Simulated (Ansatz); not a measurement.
# BH3 (borane): FCI/3-21G

Aim: the energy change on altering one bond length of BH3 (borane) at FCI/3-21G, from 2 runs. 

The results are computed with Ansatz 0.2.0.

54 further runs of the same task are left out: 54 set aside as unsound or not needed.

### Step 1. The molecule

BH3 has 4 atoms, charge 0, and is taken as a singlet. As SMILES, `B`. The coordinates come from a PBE0-D4/def2-TZVP relaxation.

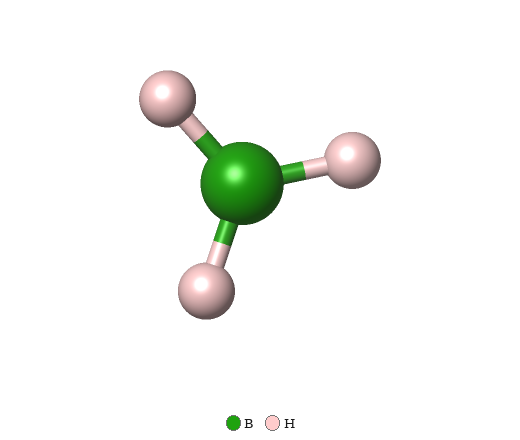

Viewed from a chosen angle; boron green, hydrogen pink.

### Step 2. The energy at FCI/3-21G

File run.yaml:

```yaml
crystal:
  periodic: [false, false, false]
  atoms:
    - {symbol: B, position_ang: [0.013900, -0.015100, -0.005100]}
    - {symbol: H, position_ang: [0.982200, 0.381700, 0.568800]}
    - {symbol: H, position_ang: [-0.276200, -1.171800, 0.043000]}
    - {symbol: H, position_ang: [-0.664400, 0.744900, -0.626900]}
basis:
  gaussian: {orbitals: 3-21G.json}
total_charge: 0
correlation: {method: fci, frozen_orbitals: {B: 1, H: 0}}
accuracy: high
```

The basis set 3-21G is read from a file made from the Basis Set Exchange's data (not shown).

Run with:

```bash
$ ansatz run run.yaml --threads 1 --pin off --max-ram 2610MiB --events-out events.jsonl --progress --plain --runs-dir runs
```

What it wrote:

```text
Warning: RAYON_NUM_THREADS=1 ignored (pool sized by the plan → 1); use --threads N
Functional definition: HF
  name "HF"
  exchange = exact_x
  correlation = 0
294 factors; integrals over basis functions are off by at most 3.4e-9 eV
mean field evaluation 1: about -713.6494 eV, gradient 8.5e0 eV
mean field evaluation 2: about -713.6347 eV, gradient 8.4e0 eV
mean field evaluation 4: about -713.9521 eV, gradient 1.9e-1 eV
mean field evaluation 8: about -713.9520 eV, gradient 7.9e-5 eV
mean field -713.95201720 eV, -26.2372526980 hartree, gradient 2.6e-8 eV, S^2 0.000000; 0 other end points of the search recorded, 0 dependent functions left out
1 core orbitals not correlated: weight in the atoms' cores, before any rotation towards them, 1.000 or more for the frozen orbitals, at most 0.000 for the correlated occupied ones
reference -713.95201720 eV, -26.2372526980 hartree; 3, 3 occupied and 11, 11 virtual orbitals, 294 factors
state -715.93407121 eV, -26.3100918393 hartree
Total energy: -715.93407121 eV, -26.3100918393 hartree
```

Wall time 0.49 s (1 thread of Arm Neoverse V1, shared host).

### Step 3. The distorted shape

File molecule.yaml:

```yaml
crystal:
  periodic: [false, false, false]
  atoms:
    - {symbol: B, position_ang: [-0.228206, -0.114313, -0.148594]}
    - {symbol: H, position_ang: [0.982200, 0.381700, 0.568800]}
    - {symbol: H, position_ang: [-0.518306, -1.271013, -0.100494]}
    - {symbol: H, position_ang: [-0.906506, 0.645687, -0.770394]}
basis:
  gaussian:
    orbitals: 3-21G.json
accuracy: high
correlation:
  method: fci
  frozen_orbitals: {B: 1, H: 0}
```

The basis set 3-21G is read from a file made from the Basis Set Exchange's data (not shown).

Run with:

```bash
$ ansatz run molecule.yaml --threads 1 --pin off --max-ram 2610MiB --events-out events.jsonl --progress --plain --runs-dir runs
```

What it wrote:

```text
Warning: RAYON_NUM_THREADS=1 ignored (pool sized by the plan → 1); use --threads N
[... 4 set-up lines as earlier in the session ...]
292 factors; integrals over basis functions are off by at most 3.0e-9 eV
mean field evaluation 1: about -712.8426 eV, gradient 8.6e0 eV
mean field evaluation 2: about -712.8302 eV, gradient 8.6e0 eV
mean field evaluation 4: about -713.2014 eV, gradient 3.3e-1 eV
mean field evaluation 8: about -713.2017 eV, gradient 9.2e-5 eV
mean field -713.20170920 eV, -26.2096793877 hartree, gradient 2.7e-8 eV, S^2 0.000000; 0 other end points of the search recorded, 0 dependent functions left out
1 core orbitals not correlated: weight in the atoms' cores, before any rotation towards them, 1.000 or more for the frozen orbitals, at most 0.000 for the correlated occupied ones
reference -713.20170920 eV, -26.2096793877 hartree; 3, 3 occupied and 11, 11 virtual orbitals, 292 factors
state -715.32604707 eV, -26.2877473645 hartree
Total energy: -715.32604707 eV, -26.2877473645 hartree
```

Wall time 0.49 s (1 thread of Arm Neoverse V1, shared host).

### Step 4. Results

At FCI/3-21G, 1 core orbital frozen:

```
                                                         quantity         value
                                        first shape: total energy  -26.31009 Eh
          first shape: correlation energy (1 core orbital frozen)     -72.8 mEh
                                    distorted shape: total energy  -26.28775 Eh
      distorted shape: correlation energy (1 core orbital frozen)     -78.1 mEh
energy change with the B1–H2 bond stretched from 1.193 to 1.492 Å      0.608 eV
```

What this shows: With the B1–H2 bond stretched from 1.193 to 1.492 Å the energy rises by 0.61 eV (58.7 kJ/mol). The first shape isn't relaxed at this level, so the change isn't measured from a minimum.
